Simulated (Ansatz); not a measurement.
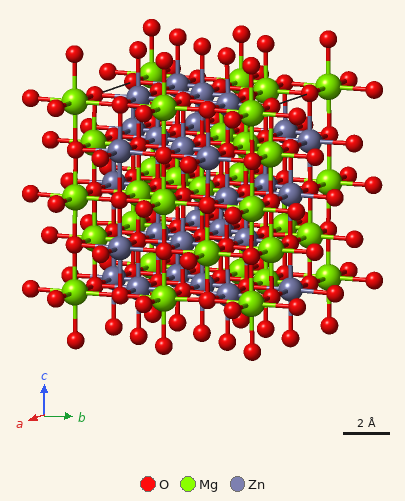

Starting frame of a dynamics run of a 64-atom cell of O₃₂Mg₁₄Zn₁₈. Style: ball-and-stick. Shown: the simulation cell, slightly off an axis. Bonds to atoms that aren't drawn are left out.

These are results of Ansatz, DFT, PBEsol, PAW, plane waves, not measurements.

Set-up: plane-wave cutoff 420 eV; k-point mesh 1 × 1 × 1; Fermi-Dirac smearing 0.01 eV; Langevin thermostat (NVT); set temperature 600 K, then 600 K at the end of 120 steps, then 600 K at the end of 120 steps; time step 2.5 fs. The run takes 598 fs.

Q: What does the trajectory do?

A: Over the second half the temperature averages 641 K (spread ±43 K). The potential energy in the second half lies on average 68.3 meV per atom above the first frame. In the second half of the run the atoms are, in the root-mean-square, this far from where they began (common drift taken out): Zn 0.17 Å, O 0.16 Å, Mg 0.16 Å. That is small against the typical shortest distance between atoms in the first frame, about 2.1 Å: the atoms vibrate about their sites and the arrangement holds.

Along the run:

| time (fs) | potential energy (meV/atom) | T (K) |
| --- | --- | --- |
| 0.0 | 0.0 | 591 |
| 97.5 | 64.7 | 496 |
| 197.5 | 58.0 | 551 |
| 297.5 | 63.1 | 639 |
| 397.5 | 64.1 | 571 |
| 497.5 | 73.8 | 680 |
| 597.5 | 72.4 | 673 |

The frame at 598 fs:

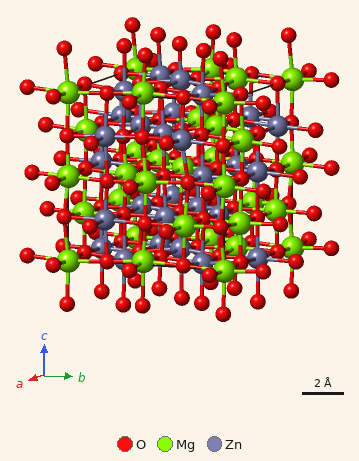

Limits of the set-up: the program's low-accuracy preset was used.

Cost: 84 s on 1 × NVIDIA GB300 Max-Q with 8 threads of Arm Neoverse-V2, peak memory 1.9 GiB.
